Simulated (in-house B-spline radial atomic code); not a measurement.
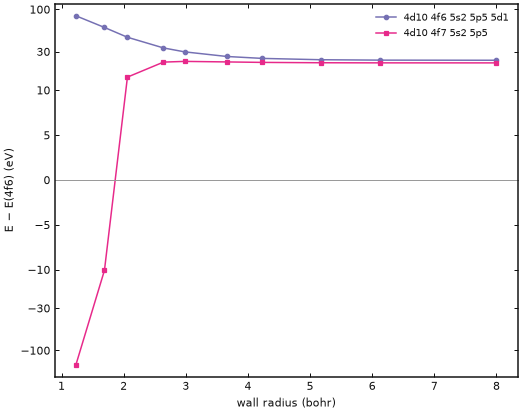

Sm²⁺ (Z = 62, 60 electrons) in the configuration [Xe] 4f6 (open shells shared over both j by 2j + 1). It is put inside a hard spherical wall of varying radius. Method: Dirac-Coulomb LDA (Slater, VWN5), spherical fractional occupations, Fermi nucleus, hard spherical wall, basis-set limit; computed with an in-house B-spline radial code. The plot shows the energy of other fillings against the starting one at the same radius, on a scale that is linear within ±10 eV and logarithmic beyond.

**Which of the fillings is lower at each radius?**

Against 4f6: 4d10 4f6 5s2 5p5 5d1 lies 23.4 eV above it at 8 bohr and never crosses it, ending at 83.2 eV at 1.23 bohr; 4d10 4f7 5s2 5p5 lies 21.7 eV above it at 8 bohr and crosses it between 2.06 and 1.69 bohr, ending at −151.6 eV at 1.23 bohr. At the tightest wall the lowest of the fillings run is 4d10 4f7 5s2 5p5; others weren't tried.
